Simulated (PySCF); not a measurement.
CBr (doublet)

```yaml
atoms:
  - { symbol: C, position_ang: [0.0000, 0.0000, -1.5798] }
  - { symbol: Br, position_ang: [0.0000, 0.0000, 0.2402] }
```

Method: PySCF, PBE0/def2-TZVPPD, non-relativistic Hamiltonian with scalar-relativistic core potentials where named, at a bond length of 1.820 Å.

### What will maps of the electron density, electron localisation function and spin density show?

C–Br (1.82 Å): ρ is about 1.3 e/Å³ halfway; the ELF peaks at about 0.85 between the atoms: a covalent bond.
The unpaired spin (1 electron) lies mostly on C1 (about 0.8) and Br2 (about 0.2), in electrons by Hirshfeld's partition.

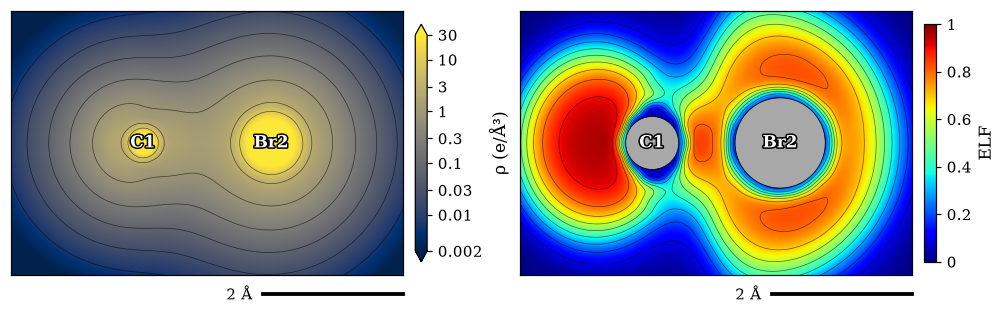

Computed electron density and electron localisation function on a plane that holds the molecular axis, in this order. Grey discs cover the atomic cores in the ELF map. 
